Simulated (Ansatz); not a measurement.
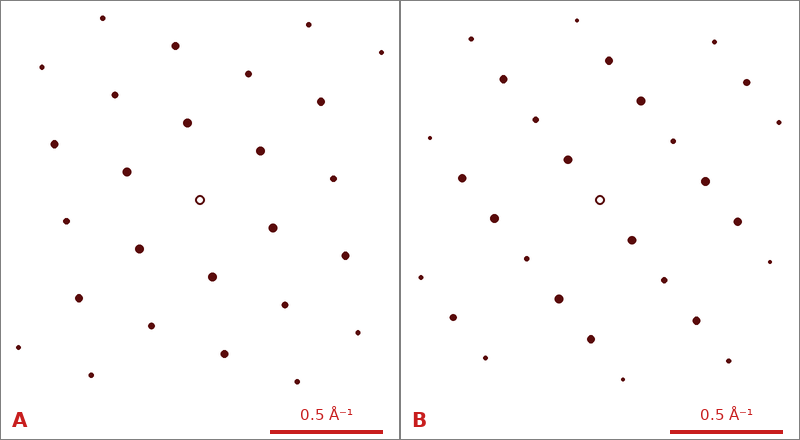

Kinematic electron diffraction patterns (300 kV, B = 0.5 Å², same scale, each along a low-index zone) of two structures of composition Na2Nb, each relaxed at zero pressure with Ansatz, DFT PBE, scalar-relativistic, plane waves, PAW.

The structures (standard cells):
1. Fd-3m (No. 227), a = 8.059 Å, 24 atoms; generated start, possibly hypothetical
2. I4/mcm (No. 140), a = 8.624 Å, c = 4.726 Å, 12 atoms; generated start, possibly hypothetical

Which pattern belongs to which structure, and along which zone?

A is structure 1 along [111] or an equivalent direction: hexagonal net of -2 2 0 at d = 2.85 Å and -2 0 2 at d = 2.85 Å, 60.0° apart. B is structure 2 along [100] or an equivalent direction: rectangular net of 0 2 0 at d = 4.31 Å and 0 0 2 at d = 2.36 Å, 90.0° apart (some points of this net are extinct or too weak to see).

Rank the structures by their computed energy.

Structure 2 (I4/mcm, 29.29 Å³ an atom) is the lowest of these; structure 1 (Fd-3m, 21.81 Å³ an atom) lies about 390 meV an atom higher. These are static energies at 0 K; other structures, not shown, may lie lower still.
